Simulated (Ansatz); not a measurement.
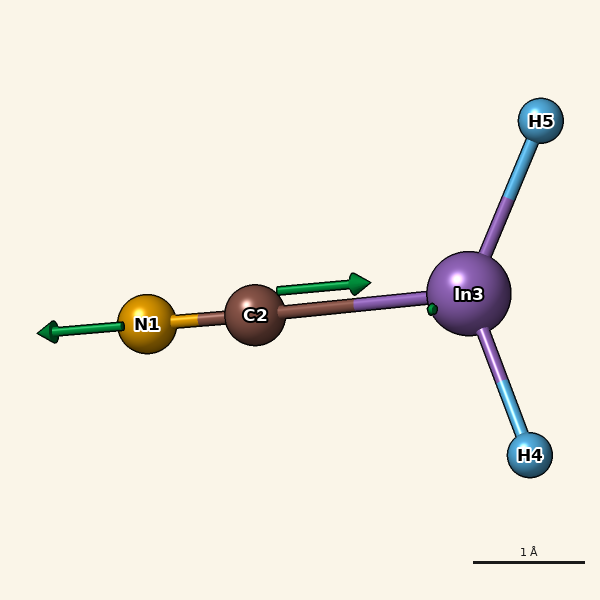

Arrows show the forces on the atoms, 0.08 Å of arrow for 1 eV/Å; forces under a tenth of the largest aren't drawn. Level of theory: PBE-D4/def2-TZVPP (Ansatz 0.2.0).

**Along which bond is the force strongest?**

N1–C2, now 1.091 Å: the forces push its atoms apart, so a first step downhill lengthens it.

List the force components in the frame of the picture (x right, y up, z towards the viewer), in eV/Å.

```json
{"atom": "N1", "Fx": "−9.82", "Fy": "−0.83", "Fz": "−4.86"}
{"atom": "C2", "Fx": "10.63", "Fy": "0.96", "Fz": "5.38"}
{"atom": "In3", "Fx": "−0.96", "Fy": "0.18", "Fz": "−0.75"}
{"atom": "H4", "Fx": "0.15", "Fy": "−0.55", "Fz": "0.24"}
{"atom": "H5", "Fx": "0.00", "Fy": "0.24", "Fz": "0.00"}
```
